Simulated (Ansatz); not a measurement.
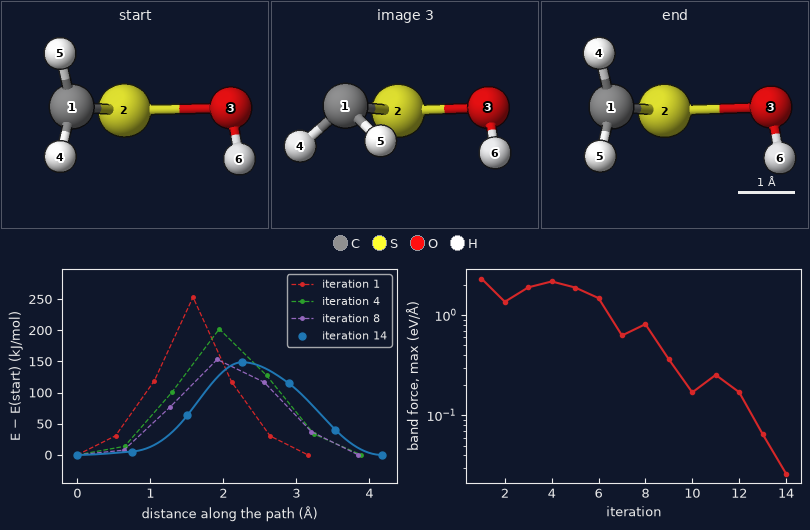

A search for the minimum-energy path of CH$_{3}$OS (charge −1) by the nudged elastic band. Images are numbered from 0 (start) to 6 (end). The plot follows the band through its iterations. A ball-and-stick model, seen at a tilt.

Level of theory: Ansatz 0.2.0, RKS PBE0-D4/def2-SVPD.

Input file:
```yaml
crystal:
  periodic: [false, false, false]
  atoms:
    - { symbol: C, position_ang: [-0.788998, 0.223323, -0.778356] }
    - { symbol: S, position_ang: [0.745337, -0.360383, -0.622636] }
    - { symbol: O, position_ang: [1.526585, -0.039078, 1.145087] }
    - { symbol: H, position_ang: [-1.65438, -0.343752, -0.404536] }
    - { symbol: H, position_ang: [-0.971588, 1.288648, -0.981819] }
    - { symbol: H, position_ang: [1.143044, -0.768758, 1.642251] }
total_charge: -1
basis:
  gaussian: { orbitals: def2-SVPD }
hamiltonian:
  xc: pbe0
  dispersion: d4
neb:
  order_check: false
  images: 5
  f_tol: 0.05
  max_iterations: 60
  initial_path: idpp
  final_atoms:
    - { symbol: C, position_ang: [-0.79138611, 0.21849452, -0.77766365] }
    - { symbol: S, position_ang: [0.72915307, -0.3978956, -0.6175545] }
    - { symbol: O, position_ang: [1.5366098, -0.04063165, 1.13287223] }
    - { symbol: H, position_ang: [-0.94874864, 1.28107972, -1.01325702] }
    - { symbol: H, position_ang: [-1.66716429, -0.31392049, -0.3782189] }
    - { symbol: H, position_ang: [1.14153616, -0.7471265, 1.65381284] }
```

Run as
```bash
ansatz run input.yaml --threads 1 --pin off --max-ram 2048MiB --backend cpu --events-out ev --progress --plain --runs-dir out
```

**Did the band converge, and can the barrier be trusted?**

The result is final at these settings. The band converged in 14 iterations. The largest component of the band force went from 2.3 to 0.026 eV/Å. The climbing image converged on the top of the path. Its vibrational analysis gives one imaginary mode (535i cm⁻¹), as a transition state must have. The first iteration put the highest image at 253.2 kJ/mol. The two ends have the same energy, and the highest point, image 3, lies 148.8 kJ/mol above the start.
